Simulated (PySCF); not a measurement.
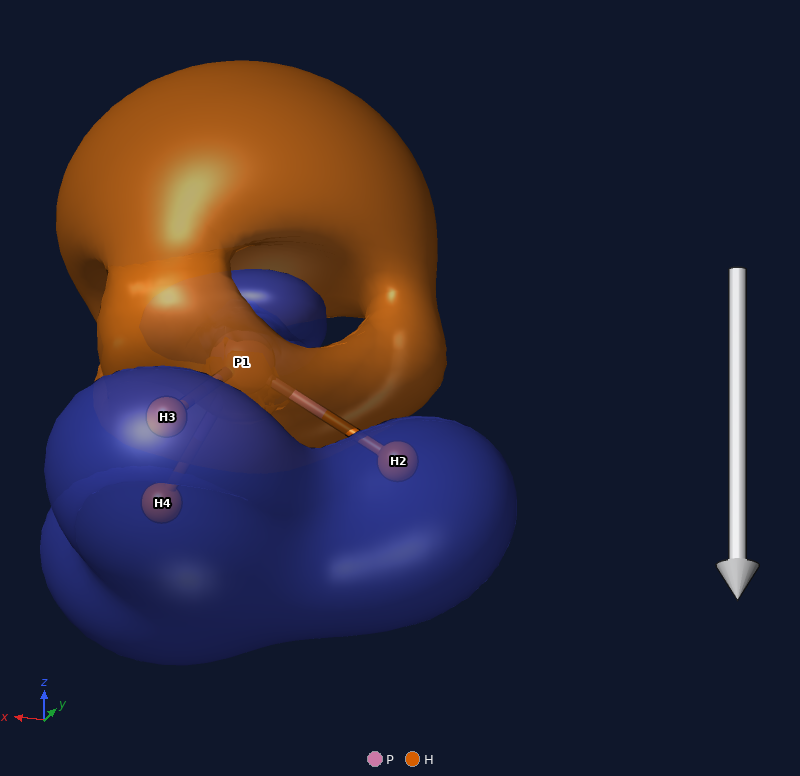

Figure 1: H$_{3}$P, SMILES `P`. Change of the electron density in a uniform field of 0.51 V/Å along −z (arrow), surfaces at ±0.002 e/Å³ (orange: gain, blue: loss).

Computed with PySCF, B3LYP/def2-SVPD, geometry: GFN2-xTB. No frequency check shows the geometry to be a minimum. GFN2-xTB bond lengths at metals and heavier atoms can be off by up to 0.1 Å and shapes distorted, which carries into these values.

Q: What dipole is induced, and what polarisability does it imply?

A: The induced dipole is 0.75 D (along the field); α along this axis, from the fields in both directions, is 30 bohr³ (4.4 Å³).

Q: Which atoms gain and lose the most charge?

A: Electrons gather most on P1 (Hirshfeld charge changes by −0.043 e) and leave H2, H3 and H4 alike most (+0.014 e); 0.069 electrons are displaced in all.
